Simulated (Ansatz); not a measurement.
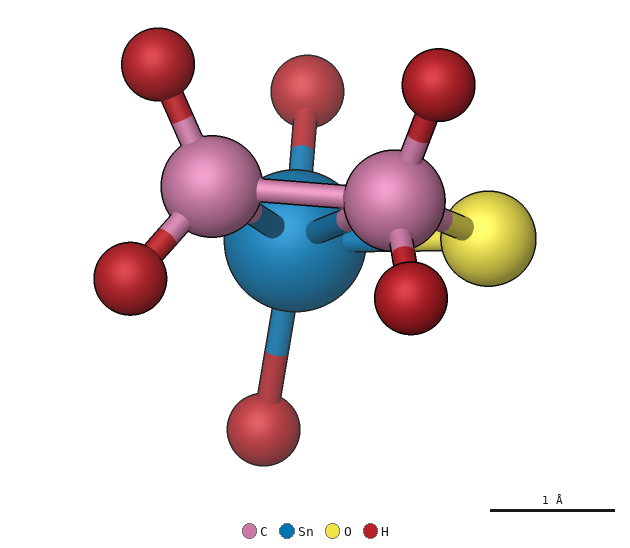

The picture shows a molecular structure as a ball-and-stick model. Every bond is drawn as one stick, whatever its order.

The geometry was computed by an optimisation with PBE0-D4/def2-TZVP. No frequency run is at hand to confirm it as a minimum.

Count the atoms of each element.

Answer. C₂H₆OSn, 10 atoms: 2 carbon, 6 hydrogen, 1 oxygen and 1 tin.

How many sets of symmetry-equivalent atoms are there?

Answer. 7: 1 C, 1 C, 1 Sn, 1 O, 2 H, 2 H, 2 H.

How many bonds of each kind are drawn?

Answer. 4 C–H, 2 C–Sn, 2 Sn–H, 1 C–C, 1 C–O, 1 O–Sn. Sticks follow a distance rule.

More results for the same structure follow; atom numbers are the same in all pictures, views and colours differ.

### Geometry

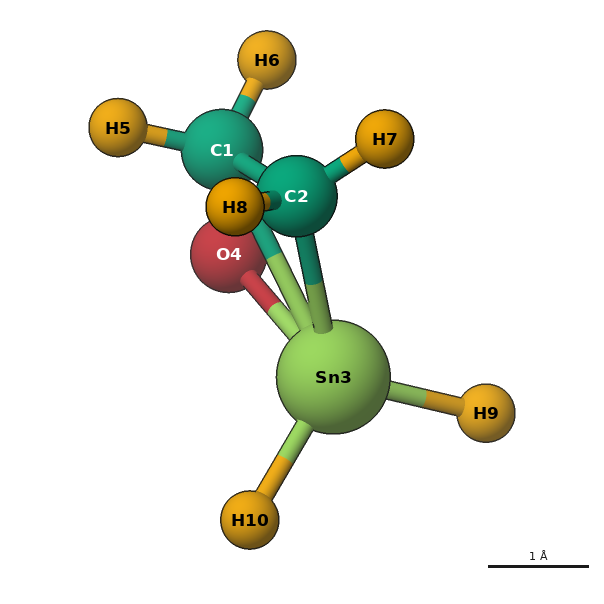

Numbered structure. No frequency run is at hand to confirm it as a minimum.

List the bonds and their lengths.

| bond | length (Å) |
| --- | --- |
| C1–C2 | 1.543 |
| C1–Sn3 | 2.560 |
| C1–O4 | 1.428 |
| C1–H5 | 1.097 |
| C1–H6 | 1.097 |
| C2–Sn3 | 2.145 |
| C2–H7 | 1.089 |
| C2–H8 | 1.089 |
| Sn3–O4 | 1.999 |
| Sn3–H9 | 1.710 |
| Sn3–H10 | 1.710 |

### Levels of theory compared

No frequency run is at hand to confirm it as a minimum. Program: Ansatz 0.2.0.

Compare HOMO energy (eV) at these levels: B3LYP-D4/def2-TZVPP; PBE-D4/def2-TZVPP; PBE0-D4/def2-TZVPP; r2SCAN-D4/def2-TZVPP; ωB97M-V/def2-TZVPP; ωB97X-V/def2-TZVPP.

```tsv
level	HOMO energy (eV)
B3LYP-D4/def2-TZVPP	−6.86
PBE-D4/def2-TZVPP	−5.58
PBE0-D4/def2-TZVPP	−7.09
r2SCAN-D4/def2-TZVPP	−5.87
ωB97M-V/def2-TZVPP	−9.46
ωB97X-V/def2-TZVPP	−9.52
```

### Dipole moment

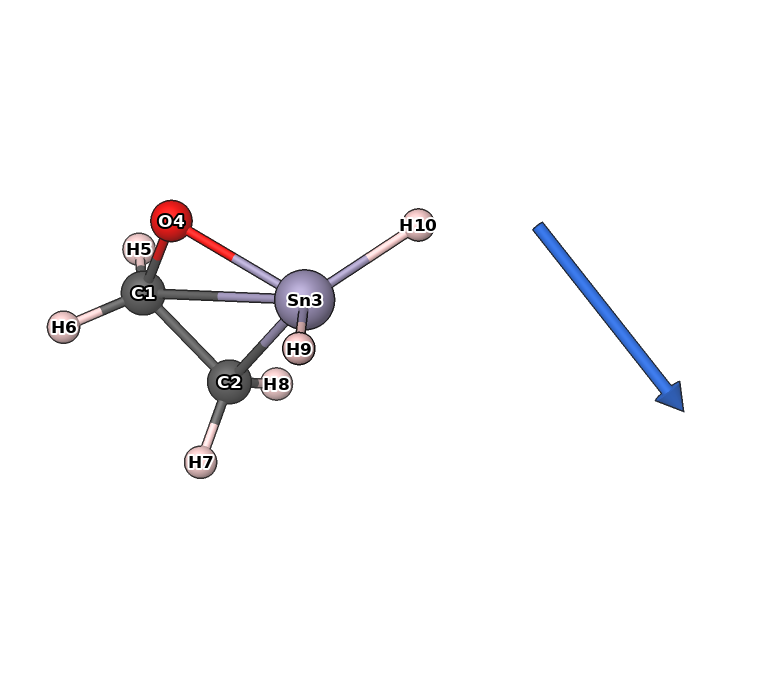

The arrow beside the molecule shows the direction of the dipole moment, from the negative to the positive end (its length means nothing). No frequency run is at hand to confirm it as a minimum. Properties computed with RKS r2SCAN-D4/def2-TZVPP, core potentials on Sn (Ansatz 0.2.0).

Estimate the dipole moment.

Answer. 2.44 D; it points from the side of O4 to the side of H7, H8 (the outermost atoms at the two ends).

### Charges

The questions are on Mulliken charges. No frequency run is at hand to confirm it as a minimum. Level of theory: RKS r2SCAN-D4/def2-TZVPP, core potentials on Sn (Ansatz 0.2.0).

Give the Mulliken charges atom by atom.

| atom | value (e) |
| --- | --- |
| C1 | 0.18 |
| C2 | −0.40 |
| Sn3 | 0.83 |
| O4 | −0.57 |
| H5 | 0.02 |
| H6 | 0.02 |
| H7 | 0.09 |
| H8 | 0.09 |
| H9 | −0.12 |
| H10 | −0.12 |

Mulliken values depend strongly on the basis set and can even reverse the polarity of a bond.
